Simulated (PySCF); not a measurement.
```yaml
atoms:
  - { symbol: B, position_ang: [0.0000, 0.0000, -1.8087] }
  - { symbol: Te, position_ang: [0.0000, 0.0000, 0.1533] }
```

Core potentials replace the inner electrons of Te.

These are results of PBE0/def2-SVPD, non-relativistic Hamiltonian with scalar-relativistic core potentials where named, at a bond length of 1.962 Å in PySCF, not measurements.

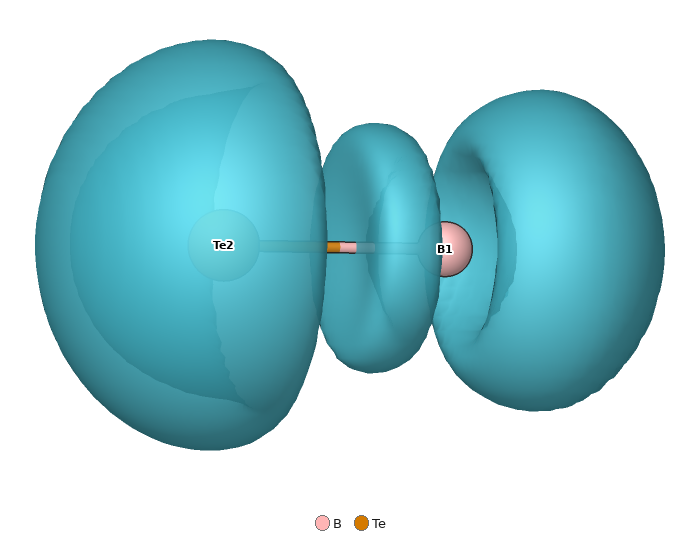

BTe (doublet). Isosurface of the electron localisation function at 0.75 (cyan), seen from one side. Core shells and regions of very low density are left out.

Identify the bonds, lone pairs and shells in this picture.

Answer. The surface consists of one region between bonded B–Te atoms (shared pairs), one ring or bowl of non-bonding electrons around Te and one lobe on B, pointing away from the bonds (non-bonding electrons).

Values along the shortest contacts:
B–Te (1.96 Å): the ELF peaks at about 0.80 between the atoms, as expected for localised, covalent bonding.
